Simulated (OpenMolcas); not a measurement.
Multiconfigurational calculation for Tc⁴⁺ complex (part 2 of 2)

Continued. System: Tc⁴⁺ with 6 ligands (F; octahedron, 1.804 Å), embedded in Cs2GeF6 by model potentials and point charges, whose field is part of the energies. Method: state-averaged CASSCF, active space 3 electrons in the shell 4d, basis ANO-RCC-VTZP on the metal and ANO-RCC-VDZP on the ligands, DKH2 scalar Hamiltonian, spin-orbit coupling by RASSI with atomic mean-field integrals (OpenMolcas).

Output (extracts), continued:
```
--- RASSI ---
SPIN-FREE ENERGIES:
  (Shifted by EMIN (a.u.) =      -4880.5217539529)

 SF State       Relative EMIN(au)   Rel lowest level(eV)    D:o, cm**(-1)

     1             0.0000000000        0.0000000000              0.0000
    11             0.0671984507        1.8285629971          14748.3552
    12             0.0671984507        1.8285629971          14748.3552
    13             0.0699192105        1.9025986439          15345.4930
    14             0.0699192110        1.9025986576          15345.4931
    15             0.0699192116        1.9025986719          15345.4932
    16             0.1083709952        2.9489250075          23784.6842
    17             0.1083709952        2.9489250075          23784.6842
    18             0.1083709952        2.9489250075          23784.6842
     2             0.1906659791        5.1882856021          41846.3455
     3             0.1906659791        5.1882856021          41846.3455
     4             0.1906659791        5.1882856021          41846.3455
     5             0.2296429679        6.2489034986          50400.8057
     6             0.2296429679        6.2489034986          50400.8057
     7             0.2296429679        6.2489034986          50400.8057
    19             0.2433422344        6.6216795315          53407.4472
    20             0.2537237700        6.9041755059          55685.9309
    21             0.2537237700        6.9041755059          55685.9309
    22             0.2537237706        6.9041755226          55685.9310
    23             0.2556986886        6.9579157779          56119.3754
    24             0.2556986891        6.9579157910          56119.3755
    25             0.2556986891        6.9579157910          56119.3755
    26             0.2634641372        7.1692243991          57823.6944
    27             0.2634641381        7.1692244226          57823.6946
    28             0.2813272907        7.6553055689          61744.2034
    29             0.2813272922        7.6553056095          61744.2037
    30             0.2813272932        7.6553056361          61744.2040
    31             0.3003437445        8.1727696376          65917.8326
    32             0.3003437459        8.1727696773          65917.8329
    33             0.3003437466        8.1727696956          65917.8331
    34             0.3118532412        8.4859589974          68443.8751
    35             0.3595300899        9.7833121440          78907.7340
    36             0.3595300909        9.7833121710          78907.7342
    10             0.3920376921       10.6678890621          86042.3279
     8             0.3920376921       10.6678890621          86042.3279
     9             0.3920376921       10.6678890621          86042.3279
    37             0.4413073165       12.0085838420          96855.7606
    38             0.4413073165       12.0085838420          96855.7606
    39             0.4413073171       12.0085838598          96855.7607
    40             0.4483363167       12.1998526819          98398.4478
Eigenvalues of complex Hamiltonian:
   -----------------------------------
  (Shifted by EMIN (a.u.) =      -4880.5217539529)

 SO State       Relative EMIN(au)   Rel lowest level(eV)    D:o, cm**(-1)

     1            -0.0004523782        0.0000000000              0.0000
     2            -0.0004523782        0.0000000000              0.0000
     3            -0.0004523782        0.0000000000              0.0000
     4            -0.0004523782        0.0000000000              0.0000
     5             0.0665898210        1.8243111752          14714.0619
     6             0.0665898210        1.8243111752          14714.0619
     7             0.0665898209        1.8243111749          14714.0619
     8             0.0665898209        1.8243111749          14714.0619
     9             0.0690201558        1.8904439544          15247.4588
    10             0.0690201558        1.8904439544          15247.4588
    11             0.0690201565        1.8904439755          15247.4589
    12             0.0690201565        1.8904439755          15247.4589
    13             0.0699716574        1.9163356331          15456.2892
    14             0.0699716574        1.9163356331          15456.2892
    15             0.1083201810        2.9598521217          23872.8173
    16             0.1083201810        2.9598521217          23872.8173
    17             0.1083201812        2.9598521267          23872.8174
    18             0.1083201812        2.9598521267          23872.8174
    19             0.1091063317        2.9812443699          24045.3575
    20             0.1091063317        2.9812443699          24045.3575
    21             0.1887106657        5.1473886502          41516.4893
    22             0.1887106657        5.1473886502          41516.4893
    23             0.1897703414        5.1762238948          41749.0613
    24             0.1897703414        5.1762238948          41749.0613
    25             0.1897703414        5.1762238944          41749.0612
    26             0.1897703414        5.1762238944          41749.0612
    27             0.1913836971        5.2201255414          42103.1519
    28             0.1913836971        5.2201255414          42103.1519
    29             0.1913836972        5.2201255417          42103.1519
    30             0.1913836972        5.2201255417          42103.1519
    31             0.1916353661        5.2269738035          42158.3869
    32             0.1916353661        5.2269738035          42158.3869
    33             0.2280664784        6.2183148698          50154.0918
    34             0.2280664784        6.2183148698          50154.0918
    35             0.2292659133        6.2509531581          50417.3373
    36             0.2292659133        6.2509531581          50417.3373
    37             0.2292659134        6.2509531583          50417.3373
    38             0.2292659134        6.2509531583          50417.3373
    39             0.2301259364        6.2743555764          50606.0906
    40             0.2301259364        6.2743555764          50606.0906
    41             0.2302627395        6.2780781810          50636.1154
Weights of the five most important spin-orbit-free states for each spin-orbit state.

 SO State  Total energy (au)           Spin-free states, spin, and weights
 -------------------------------------------------------------------------------------------------------
    1        -0.000452       1 1.5  0.9969   18 0.5  0.0011   17 0.5  0.0007    2 1.5  0.0005    3 1.5  0.0003
    2        -0.000452       1 1.5  0.9969   16 0.5  0.0011   17 0.5  0.0008    4 1.5  0.0005    3 1.5  0.0002
    3        -0.000452       1 1.5  0.9969   18 0.5  0.0011   17 0.5  0.0007    2 1.5  0.0005    3 1.5  0.0003
    4        -0.000452       1 1.5  0.9969   16 0.5  0.0013    4 1.5  0.0004    3 1.5  0.0004   17 0.5  0.0004
    5         0.066590      12 0.5  0.8318   11 0.5  0.1595   18 0.5  0.0026   17 0.5  0.0019    4 1.5  0.0009
    6         0.066590      12 0.5  0.8318   11 0.5  0.1594   18 0.5  0.0026   17 0.5  0.0019    4 1.5  0.0009
    7         0.066590      11 0.5  0.8318   12 0.5  0.1595   16 0.5  0.0028   17 0.5  0.0016   18 0.5  0.0009
    8         0.066590      11 0.5  0.8318   12 0.5  0.1594   16 0.5  0.0028   17 0.5  0.0016   18 0.5  0.0009
    9         0.069020      13 0.5  0.6045   14 0.5  0.3466   15 0.5  0.0356   18 0.5  0.0069   17 0.5  0.0035
   10         0.069020      13 0.5  0.6045   14 0.5  0.3466   15 0.5  0.0356   18 0.5  0.0069   17 0.5  0.0035
   11         0.069020      15 0.5  0.6222   14 0.5  0.3112   13 0.5  0.0533   16 0.5  0.0067   17 0.5  0.0038
   12         0.069020      15 0.5  0.6222   14 0.5  0.3112   13 0.5  0.0533   16 0.5  0.0067   17 0.5  0.0038
```

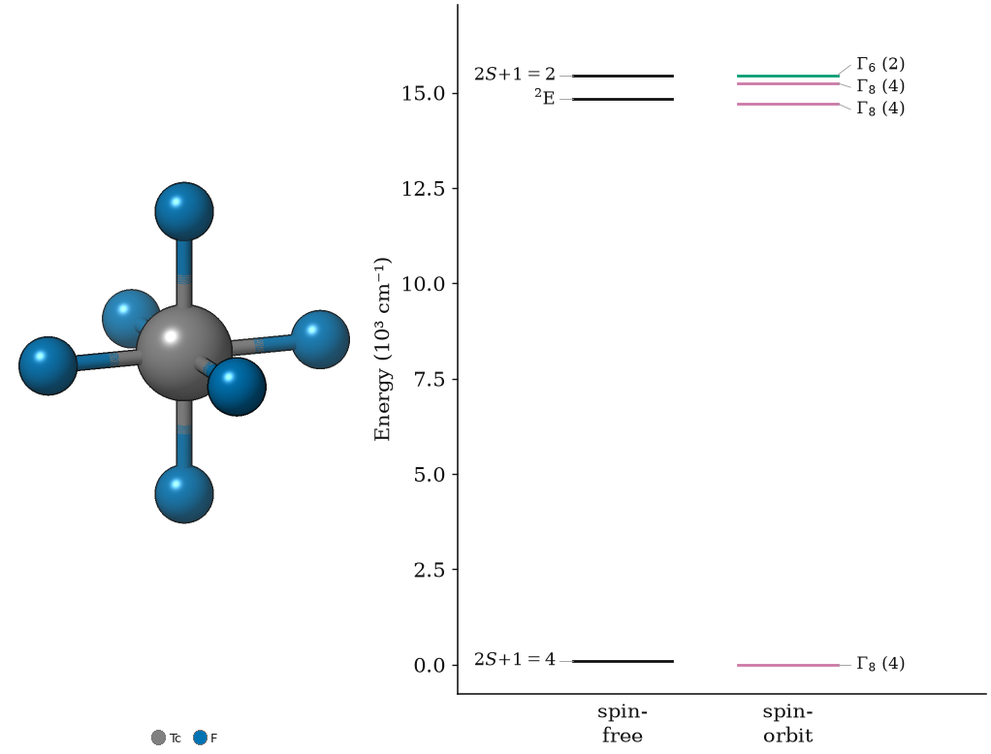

Tc⁴⁺ (4d³) as a dopant in Cs₂GeF₆, a cluster with its 6 nearest F⁻ at 1.804 Å (octahedron) embedded in model potentials and point charges; the geometry was set, not optimised, and its levels. Labels give the representation in O, Td, D4 or D3 as the site allows (double group for half-integer spin) where it could be assigned and, in brackets, the degeneracy; spin-free states, where drawn, share the zero of the spin-orbit levels. The ground level is Γ₈, 4-fold degenerate, 100 % from states of spin multiplicity 4. The next level lies at 14,700 cm⁻¹ (Γ₈). The active orbitals hold 76 to 87 % metal character (Löwdin), and the Mulliken charge of the metal is +2.43.

Results in brief:

- outcome: converged
- energy of the lowest spin-free term: −4880.52175 hartree
- energy of the lowest spin-orbit level: −4880.52221 hartree
- largest spread among components of a term: 0.0 cm⁻¹
- hardware: 1 thread of Arm Neoverse V1, 24 GiB of memory available, shared host
- wall time: 34 s
- peak memory: 0.4 GiB

Notes:

Without dynamic correlation the splittings between terms come out too large, often by 20 to 50 %. Limits: covalent bonds, ligand orbitals missing from the active space; the geometry is set by hand, with no relaxation.
